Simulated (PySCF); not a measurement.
C₅H₆F₃P

Input file:

```
{"job": {"kind": "nmr", "xc": "PBE0", "basis": "pcSseg-1"}, "charge": 0, "multiplicity": 1}
F      2.319291     1.468958     0.913449
C      2.424043     0.283909     0.316498
F      3.535367    -0.333813     0.691470
C      1.476818    -0.171313    -0.494472
F      1.647302    -1.364786    -1.094798
P      0.039842     0.850407    -1.045259
C     -0.833577     0.951865     0.613381
C     -1.412340    -0.460504     0.447520
C     -1.203322    -0.552286    -1.070641
H     -1.603392     1.721645     0.559392
H     -0.213007     1.135424     1.487336
H     -2.445051    -0.575081     0.777094
H     -0.802266    -1.197126     0.969942
H     -2.086157    -0.245535    -1.631820
H     -0.847964    -1.503775    -1.461005
```

Command:

```sh
OMP_NUM_THREADS=1 python probes_run.py task.json out
```

Geometry: GFN2-xTB.

Theory: PBE0/pcSseg-1, SCF density, gas phase, non-relativistic in PySCF 2.14.0.

What can the converged electron density and electron localisation function tell about the bonding?

C–F (1.33 Å): ρ at the midpoint is about 2.4 e/Å³; the ELF peaks at about 0.85 between the atoms: a shared but strongly polarised pair.
C–C (1.33 Å): ρ at the midpoint is about 2.3 e/Å³; the ELF peaks at about 0.90 between the atoms (a short, multiple covalent bond).
C–P (1.85 Å): ρ at the midpoint is about 1.1 e/Å³; the ELF peaks at about 0.95 between the atoms: a shared electron pair.

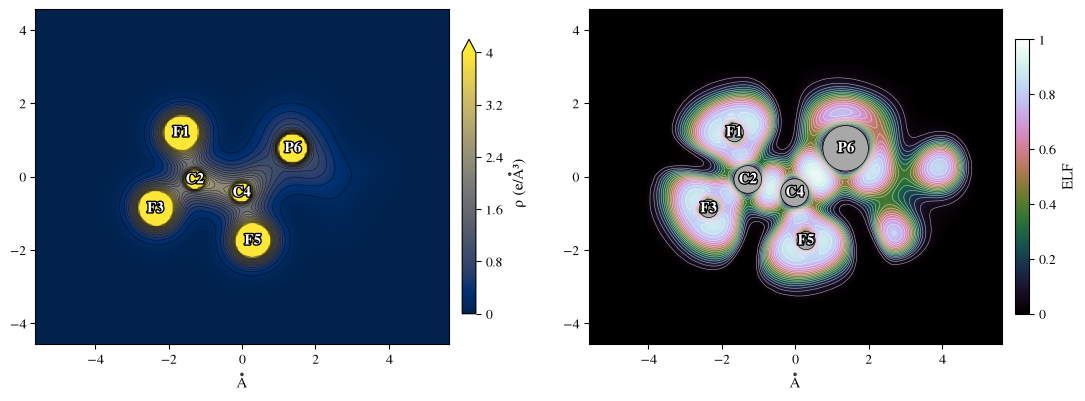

Computed electron density and electron localisation function on the plane of atoms F3, C2 and C4, in this order. Grey discs cover the atomic cores in the ELF map. 
